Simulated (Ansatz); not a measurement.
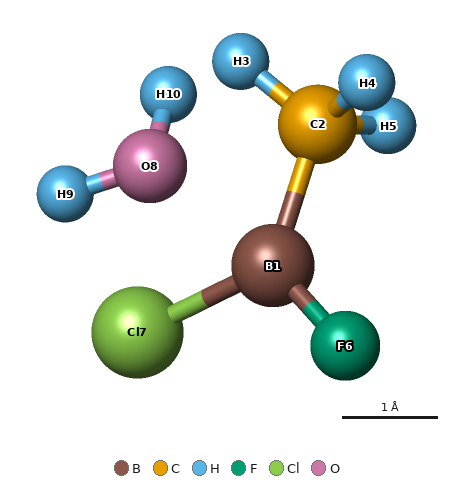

*The starting structure (ball-and-stick view, seen at a tilt; atoms are numbered from 1 in the order of the input).*

Bond lengths as drawn: B–C 1.59 Å, B–Cl 1.79 Å, B–F 1.33 Å, C–H 1.10 Å and H–O 0.98 to 0.99 Å.

Geometry relaxation of CH5BClFO (part 1 of 2)

The run: geometry relaxation of CH5BClFO. Method and program: RKS PBE-D4/def2-mTZVP (Ansatz 0.2.0).

It belongs to a series of runs on one base structure; here: end point A relaxed. Figures and captions count atoms from 1; the log counts them from 0 in places.

## Log
```
The last accepted step is kept in [file] (removed where the run ends without a failure and the disk answers)
Engine: ansatz 0.2.0, aarch64-unknown-linux-gnu
Functional definition: PBE
  parameter kappa = 0.804
  parameter beta = 0.06672455060314922
  exchange = pbe_x(kappa = kappa, mu = beta*pi^2/3)
  correlation = pbe_c(beta = beta)
1102 factors; their error is unknown
mean field evaluation 1: about -19061.2709 eV, gradient 8.5e1 eV
mean field evaluation 2: about -19026.8162 eV, gradient 1.5e2 eV
mean field evaluation 4: about -19074.4132 eV, gradient 9.7e0 eV
mean field evaluation 8: about -19074.6138 eV, gradient 2.8e-1 eV
mean field evaluation 16: about -19074.5682 eV, gradient 2.8e-3 eV
mean field -19074.56823196 eV, -700.9774533179 hartree, gradient 1.9e-5 eV, S^2 0.000000; 0 other end points of the search recorded, 0 dependent functions left out
the calculation of the forces begins
reference -19074.56827195 eV, -700.9774547874 hartree; 25, 25 occupied and 93, 93 virtual orbitals, 1102 factors
relax step   1: F+E_penalty+E_count = -19074.74775726 eV  Δ(F+E_penalty+E_count) = +0.000e0 eV  max|allowed force component| = 5.751e-1 eV/Å  Δτ_max = 0.0000 Å  (30 SCF iters, accepted)
these checks for a lower state are left out or cut short: starts, cluster_reference, orbital_swaps, neighbouring_geometries, increment
1102 factors; their error is unknown
mean field -19074.57914750 eV, -700.9778544566 hartree, gradient 1.2e-5 eV, S^2 0.000000; 0 other end points of the search recorded, 0 dependent functions left out
[... from here on the field's lines of each further geometry are left out, up to the last ...]
relax step   2: F+E_penalty+E_count = -19074.75977054 eV  Δ(F+E_penalty+E_count) = -1.201e-2 eV  max|allowed force component| = 1.741e0 eV/Å  Δτ_max = 0.1957 Å  (30 SCF iters, accepted)
relax step   3: F+E_penalty+E_count = -19074.79894075 eV  Δ(F+E_penalty+E_count) = -3.917e-2 eV  max|allowed force component| = 1.269e0 eV/Å  Δτ_max = 0.0342 Å  (31 SCF iters, accepted)
relax step   4: F+E_penalty+E_count = -19074.85965992 eV  Δ(F+E_penalty+E_count) = -6.072e-2 eV  max|allowed force component| = 5.481e-1 eV/Å  Δτ_max = 0.1925 Å  (29 SCF iters, accepted)
relax step   5: F+E_penalty+E_count = -19074.91170601 eV  Δ(F+E_penalty+E_count) = -5.205e-2 eV  max|allowed force component| = 4.181e-1 eV/Å  Δτ_max = 0.1364 Å  (29 SCF iters, accepted)
relax step   6: F+E_penalty+E_count = -19074.93674485 eV  Δ(F+E_penalty+E_count) = -2.504e-2 eV  max|allowed force component| = 5.763e-1 eV/Å  Δτ_max = 0.1686 Å  (36 SCF iters, accepted)
relax step   7: F+E_penalty+E_count = -19074.96056054 eV  Δ(F+E_penalty+E_count) = -2.382e-2 eV  max|allowed force component| = 2.379e-1 eV/Å  Δτ_max = 0.0402 Å  (31 SCF iters, accepted)
relax step   8: F+E_penalty+E_count = -19074.96396298 eV  Δ(F+E_penalty+E_count) = -3.402e-3 eV  max|allowed force component| = 1.107e-1 eV/Å  Δτ_max = 0.1023 Å  (30 SCF iters, accepted)
relax step   9: F+E_penalty+E_count = -19074.96761894 eV  Δ(F+E_penalty+E_count) = -3.656e-3 eV  max|allowed force component| = 1.036e-1 eV/Å  Δτ_max = 0.0382 Å  (31 SCF iters, accepted)
relax step  10: F+E_penalty+E_count = -19074.96989875 eV  Δ(F+E_penalty+E_count) = -2.280e-3 eV  max|allowed force component| = 1.310e-1 eV/Å  Δτ_max = 0.0642 Å  (30 SCF iters, accepted)
relax step  11: F+E_penalty+E_count = -19074.97091639 eV  Δ(F+E_penalty+E_count) = -1.018e-3 eV  max|allowed force component| = 2.464e-1 eV/Å  Δτ_max = 0.0569 Å  (29 SCF iters, accepted)
relax step  12: F+E_penalty+E_count = -19074.97278857 eV  Δ(F+E_penalty+E_count) = -1.872e-3 eV  max|allowed force component| = 1.750e-1 eV/Å  Δτ_max = 0.0390 Å  (30 SCF iters, accepted)
relax step  13: F+E_penalty+E_count = -19074.97623879 eV  Δ(F+E_penalty+E_count) = -3.450e-3 eV  max|allowed force component| = 6.205e-2 eV/Å  Δτ_max = 0.0875 Å  (30 SCF iters, accepted)
relax step  14: F+E_penalty+E_count = -19074.97841575 eV  Δ(F+E_penalty+E_count) = -2.177e-3 eV  max|allowed force component| = 1.624e-1 eV/Å  Δτ_max = 0.0699 Å  (30 SCF iters, accepted)
relax step  15: F+E_penalty+E_count = -19074.96084220 eV  Δ(F+E_penalty+E_count) = +1.757e-2 eV  max|allowed force component| = 9.476e-1 eV/Å  Δτ_max = 0.1779 Å  (30 SCF iters, rejected (line search))
relax step  16: F+E_penalty+E_count = -19074.98246849 eV  Δ(F+E_penalty+E_count) = -4.053e-3 eV  max|allowed force component| = 5.712e-2 eV/Å  Δτ_max = 0.0890 Å  (30 SCF iters, accepted)
relax step  17: F+E_penalty+E_count = -19074.98423798 eV  Δ(F+E_penalty+E_count) = -1.769e-3 eV  max|allowed force component| = 3.069e-1 eV/Å  Δτ_max = 0.0975 Å  (30 SCF iters, accepted)
relax step  18: F+E_penalty+E_count = -19074.98786588 eV  Δ(F+E_penalty+E_count) = -3.628e-3 eV  max|allowed force component| = 2.500e-1 eV/Å  Δτ_max = 0.0654 Å  (30 SCF iters, accepted)
relax step  19: F+E_penalty+E_count = -19074.99062182 eV  Δ(F+E_penalty+E_count) = -2.756e-3 eV  max|allowed force component| = 1.299e-1 eV/Å  Δτ_max = 0.0377 Å  (31 SCF iters, accepted)
relax step  20: F+E_penalty+E_count = -19074.99593625 eV  Δ(F+E_penalty+E_count) = -5.314e-3 eV  max|allowed force component| = 1.451e-1 eV/Å  Δτ_max = 0.1336 Å  (31 SCF iters, accepted)
relax step  21: F+E_penalty+E_count = -19074.99795210 eV  Δ(F+E_penalty+E_count) = -2.016e-3 eV  max|allowed force component| = 1.277e-1 eV/Å  Δτ_max = 0.0469 Å  (30 SCF iters, accepted)
relax step  22: F+E_penalty+E_count = -19075.00035312 eV  Δ(F+E_penalty+E_count) = -2.401e-3 eV  max|allowed force component| = 9.374e-2 eV/Å  Δτ_max = 0.0948 Å  (31 SCF iters, accepted)
relax step  23: F+E_penalty+E_count = -19074.99521823 eV  Δ(F+E_penalty+E_count) = +5.135e-3 eV  max|allowed force component| = 3.068e-1 eV/Å  Δτ_max = 0.0536 Å  (30 SCF iters, rejected (line search))
relax step  24: F+E_penalty+E_count = -19075.00185144 eV  Δ(F+E_penalty+E_count) = -1.498e-3 eV  max|allowed force component| = 4.517e-2 eV/Å  Δτ_max = 0.0261 Å  (31 SCF iters, accepted)
relax step  25: F+E_penalty+E_count = -19075.00304164 eV  Δ(F+E_penalty+E_count) = -1.190e-3 eV  max|allowed force component| = 2.966e-2 eV/Å  Δτ_max = 0.0575 Å  (29 SCF iters, accepted)
relax step  26: F+E_penalty+E_count = -19074.99465705 eV  Δ(F+E_penalty+E_count) = +8.385e-3 eV  max|allowed force component| = 5.786e-1 eV/Å  Δτ_max = 0.1494 Å  (31 SCF iters, rejected (line search))
relax step  27: F+E_penalty+E_count = -19075.00362415 eV  Δ(F+E_penalty+E_count) = -5.825e-4 eV  max|allowed force component| = 1.844e-2 eV/Å  Δτ_max = 0.0297 Å  (30 SCF iters, accepted)
relax step  28: F+E_penalty+E_count = -19075.00354959 eV  Δ(F+E_penalty+E_count) = +7.455e-5 eV  max|allowed force component| = 1.753e-1 eV/Å  Δτ_max = 0.0732 Å  (30 SCF iters, rejected (line search))
relax step  29: F+E_penalty+E_count = -19075.00404897 eV  Δ(F+E_penalty+E_count) = -4.248e-4 eV  max|allowed force component| = 3.024e-2 eV/Å  Δτ_max = 0.0362 Å  (31 SCF iters, accepted)
relax step  30: F+E_penalty+E_count = -19075.00420350 eV  Δ(F+E_penalty+E_count) = -1.545e-4 eV  max|allowed force component| = 6.196e-2 eV/Å  Δτ_max = 0.0366 Å  (31 SCF iters, accepted)
relax step  31: F+E_penalty+E_count = -19075.00429591 eV  Δ(F+E_penalty+E_count) = -9.242e-5 eV  max|allowed force component| = 3.096e-2 eV/Å  Δτ_max = 0.0049 Å  (32 SCF iters, accepted)
the calculation of the forces begins
reference -19074.81874804 eV, -700.9866596138 hartree; 25, 25 occupied and 93, 93 virtual orbitals, 1102 factors
relax step  32: F+E_penalty+E_count = -19075.00432745 eV  Δ(F+E_penalty+E_count) = -3.154e-5 eV  max|allowed force component| = 1.262e-2 eV/Å  Δτ_max = 0.0104 Å  (32 SCF iters, accepted)
1102 factors; their error is unknown
mean field evaluation 256: about -19074.8187 eV, gradient 8.0e-2 eV
```

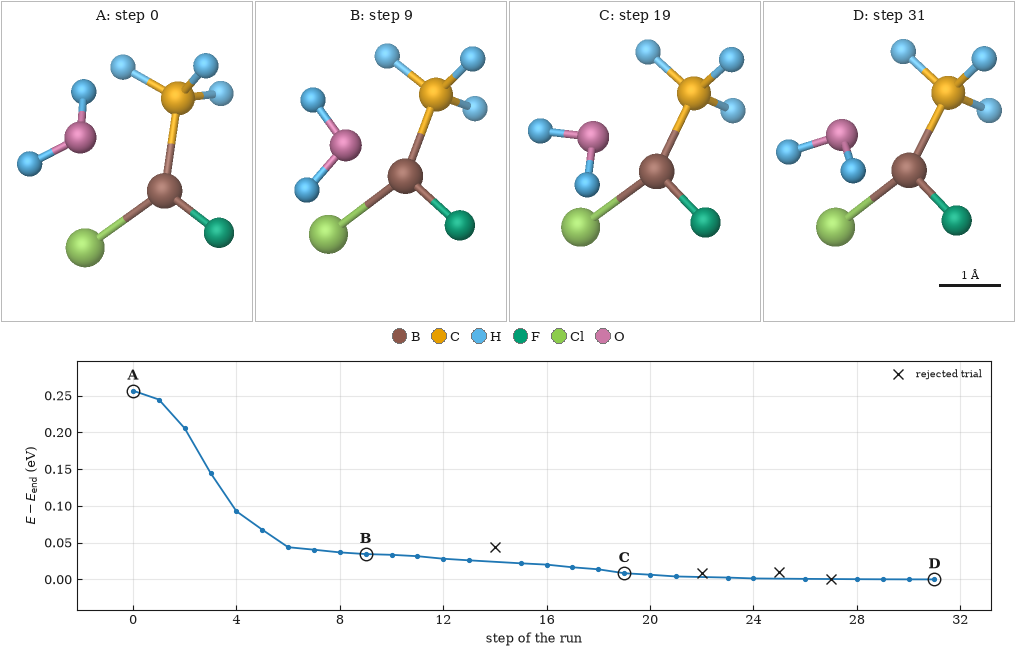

*Frames of the relaxation (ball-and-stick view, seen at a tilt) above the curves, on which the letters mark them (the first geometry is step 0 here and step 1 in the log).*

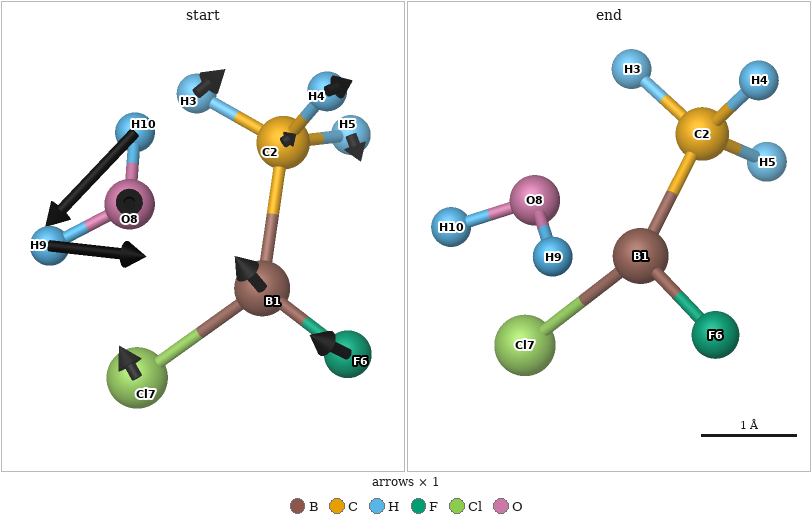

*Before (left) and after (right) the relaxation, at one scale (ball-and-stick view, seen at a tilt). The black arrows give the displacements, at true length.*

The largest move after the best rigid fit is that of H10, 1.39 Å. By element the largest moves are H 1.39 Å, F 0.56 Å, B 0.52 Å, O 0.49 Å, Cl 0.39 Å, C 0.17 Å. Distances before and after: B1–Cl7 1.792 → 1.874 Å, B1–F6 1.332 → 1.375 Å, B1–C2 1.585 → 1.575 Å, O8–H10 0.991 → 0.983 Å. Among the angles that change: C2–B1–Cl7 121.3° → 116.4°, F6–B1–Cl7 116.5° → 112.6°, C2–B1–F6 121.3° → 118.8°. The energy falls by 0.257 eV in 31 geometry steps. The largest force component goes from 0.58 to 0.013 eV/Å. The line search rejected the trial steps at points 14, 22, 25, 27 (counted from 0) and went back. (Atoms are counted from 1 in the order of the input.)

```
mean field -19074.81870774 eV, -700.9866581328 hartree, gradient 2.6e-5 eV, S^2 0.000000; 1 other end points of the search recorded, 0 dependent functions left out
the calculation of the forces begins
reference -19074.81874804 eV, -700.9866596138 hartree; 25, 25 occupied and 93, 93 virtual orbitals, 1102 factors
Total energy: -19075.00436775 eV, -700.9934810125 hartree
Atom 0 at    -0.113909    -0.216109     0.452921 Å, force    -0.000958     0.012621    -0.002537 eV/Å
Atom 1 at     0.133780     0.335253     1.907311 Å, force     0.000382    -0.005006     0.003114 eV/Å
Atom 2 at    -0.682887     0.090629     2.601527 Å, force     0.000171     0.000250     0.001130 eV/Å
Atom 3 at     1.073029    -0.051730     2.333289 Å, force     0.000291    -0.000047     0.000928 eV/Å
Atom 4 at     0.215300     1.433355     1.880826 Å, force    -0.000527    -0.000630    -0.001935 eV/Å
Atom 5 at     0.915577    -0.171077    -0.457947 Å, force     0.001151    -0.004228    -0.001158 eV/Å
Atom 6 at    -1.775775     0.178572    -0.317451 Å, force     0.003429    -0.007961     0.002345 eV/Å
Atom 7 at    -0.280675    -1.984504     0.615769 Å, force    -0.000722     0.008903     0.003892 eV/Å
Atom 8 at     0.267583    -2.333593    -0.120026 Å, force     0.007476    -0.002085    -0.004981 eV/Å
Atom 9 at    -1.210621    -2.147196     0.340484 Å, force    -0.010693    -0.001817    -0.000798 eV/Å
Dipole moment:     0.036766    -0.737526     0.102805 e Å
```
